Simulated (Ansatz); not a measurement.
A series of calculations on C4H11NO

Part 1: Relaxation

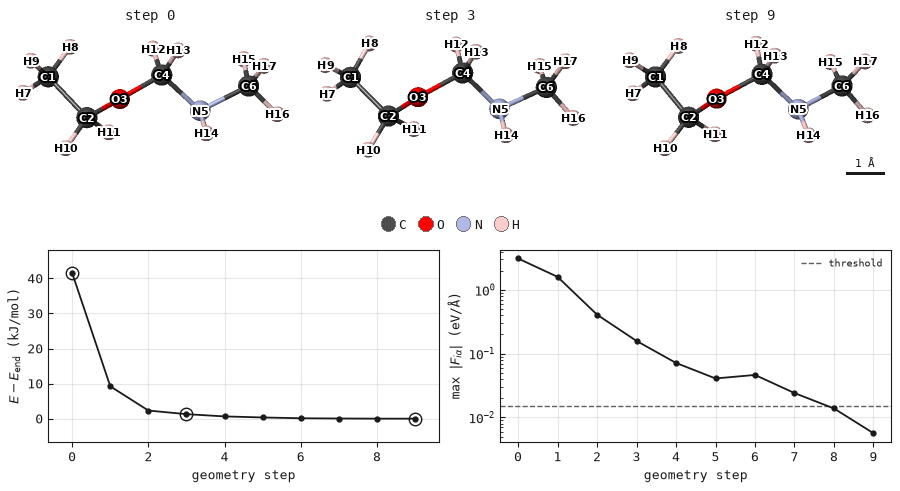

Frames of a relaxation of C4H11NO, marked on the history of the run. Style: ball-and-stick. Shown at a tilt.

The run prepares an end point of a later path (torsion) calculation, from a guessed geometry.

Computed with RKS PBE-D4/def2-SVP in Ansatz. (no spin polarisation; force threshold 0.015 eV/Å; at most 40 steps)

Describe the path.

After 9 geometry steps the energy has fallen by 41.5 kJ/mol. The largest force component goes from 3.1 to 0.0057 eV/Å. H13 moves most after the best rigid fit: 0.51 Å. Largest moves by element: H 0.51 Å, C 0.25 Å, O 0.21 Å, N 0.16 Å. Among the contacts that change: O3–C4 1.343 → 1.407 Å, C4–H13 1.065 → 1.120 Å, C1–H9 1.058 → 1.109 Å, C1–H7 1.077 → 1.109 Å. Among the angles between lasting bonds that change: O3–C4–H13 115.2° → 104.6°, H7–C1–H9 115.2° → 108.3°, C2–C1–H8 106.1° → 111.8°. From step 0 to 3: H13 moves most (0.33 Å), energy −40.2 kJ/mol. From step 3 to 9: H16 moves most (0.29 Å), energy −1.29 kJ/mol.

Part 2: Relaxation

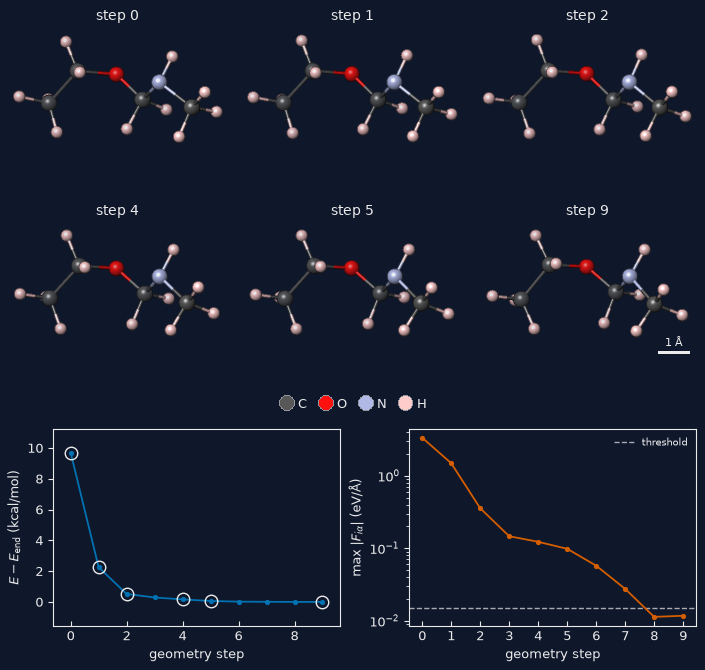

Frames of a relaxation of C4H11NO, marked on the history of the run. A ball-and-stick model, seen at a tilt.

The run prepares an end point of a later path (torsion) calculation, from a guessed geometry.

Level of theory: RKS PBE-D4/def2-SVP in Ansatz 0.2.0.

Input
```yaml
crystal:
  periodic: [false, false, false]
  atoms:
    - { symbol: C, position_ang: [0.6298, -2.4926, -0.6641] }
    - { symbol: C, position_ang: [0.9557, -1.0248, -1.0381] }
    - { symbol: O, position_ang: [2.10871, -0.95879, -1.85224] }
    - { symbol: C, position_ang: [3.30292, -0.88079, -1.24353] }
    - { symbol: "N", position_ang: [3.55788, 0.47053, -0.74167] }
    - { symbol: C, position_ang: [4.92455, 0.63096, -0.21157] }
    - { symbol: H, position_ang: [0.4965, -3.0552, -1.5733] }
    - { symbol: H, position_ang: [-0.3205, -2.4649, -0.1248] }
    - { symbol: H, position_ang: [1.352, -2.8815, 0.0049] }
    - { symbol: H, position_ang: [0.12763, -0.65955, -1.64071] }
    - { symbol: H, position_ang: [1.08443, -0.3788, -0.17057] }
    - { symbol: H, position_ang: [3.34695, -1.596, -0.35747] }
    - { symbol: H, position_ang: [4.13331, -1.19207, -1.83293] }
    - { symbol: H, position_ang: [3.49347, 1.05841, -1.55502] }
    - { symbol: H, position_ang: [5.06096, -0.03643, 0.66951] }
    - { symbol: H, position_ang: [5.09753, 1.6731, 0.08904] }
    - { symbol: H, position_ang: [5.69098, 0.40553, -0.97157] }
basis:
  gaussian: { orbitals: def2-SVP }
hamiltonian:
  xc: pbe
  dispersion: d4
relax:
  f_tol: 0.015
  max_steps: 40
```

Command:
```bash
ansatz run input.yaml --threads 2 --pin off --max-ram 3072MiB --backend cpu --events-out ev --progress --plain --runs-dir out
```

Q: Describe the path.

A: The atom that moves furthest after the best rigid fit is H13 (0.50 Å). By element the largest moves are H 0.50 Å, C 0.25 Å, O 0.22 Å, N 0.16 Å. Near-neighbour distances that change, for instance: O3–C4 1.343 → 1.406 Å, C4–H13 1.065 → 1.120 Å, C1–H9 1.058 → 1.110 Å, C1–H7 1.077 → 1.109 Å. Among the angles between lasting bonds that change: O3–C4–H13 115.2° → 104.6°, H7–C1–H9 115.2° → 107.9°, N5–C4–H13 108.9° → 114.3°. After 9 geometry steps the energy has fallen by 9.70 kcal/mol. Largest force component: 3.3 eV/Å at the start, 0.012 eV/Å at the end. From step 0 to 1: H13 moves most (0.10 Å), energy −7.44 kcal/mol. From step 1 to 2: H13 moves most (0.13 Å), energy −1.74 kcal/mol. From step 2 to 4: H15 moves most (0.16 Å), energy −0.35 kcal/mol. From step 4 to 5: H8 moves most (0.06 Å), energy −0.11 kcal/mol. From step 5 to 9: H9 moves most (0.14 Å), energy −0.06 kcal/mol.

```tsv
step	E − E(0), kcal/mol	largest force component, eV/Å
0	0.00	3.3445
1	-7.44	1.4880
2	-9.18	0.3562
3	-9.41	0.1465
4	-9.53	0.1227
5	-9.64	0.0983
6	-9.68	0.0575
7	-9.69	0.0275
8	-9.70	0.0113
9	-9.70	0.0117
```

Part 3: Path

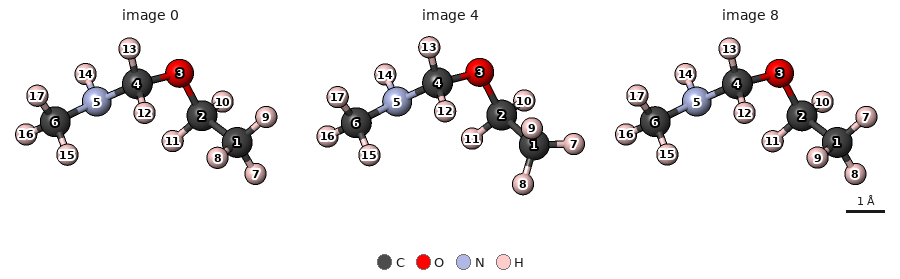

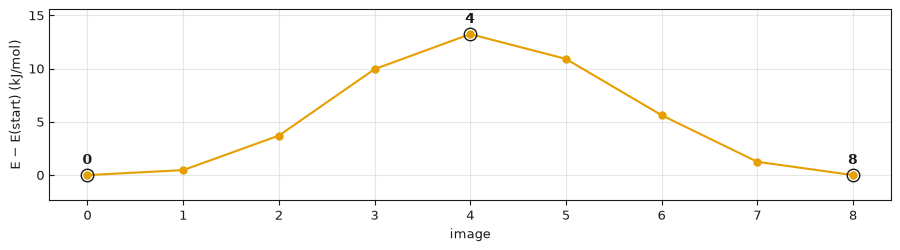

A search for the minimum-energy path of C$_{4}$H$_{11}$NO by the nudged elastic band. Images are numbered from 0 (start) to 8 (end). Style: ball-and-stick. Shown from a free direction.

These are results of Ansatz 0.2.0, RKS PBE-D4/def2-SVP, not measurements. Run with 7 movable images; climbing image; force threshold 0.05 eV/Å; iteration limit 60; starting path through a guess of the saddle point.

**What happens along the path, and what is the barrier?**

The motion is a rotation about the C1–C2 bond by about 120°. No bond forms or breaks between the ends. The barrier is about 13.2 kJ/mol in both directions, with image 4 at the top; the ends have the same energy. The band converged in 8 iterations. The largest component of the band force went from 7.7 to 0.048 eV/Å. The climbing image converged on the top of the path. Its vibrational analysis gives one imaginary mode (245i cm⁻¹), as a transition state must have.
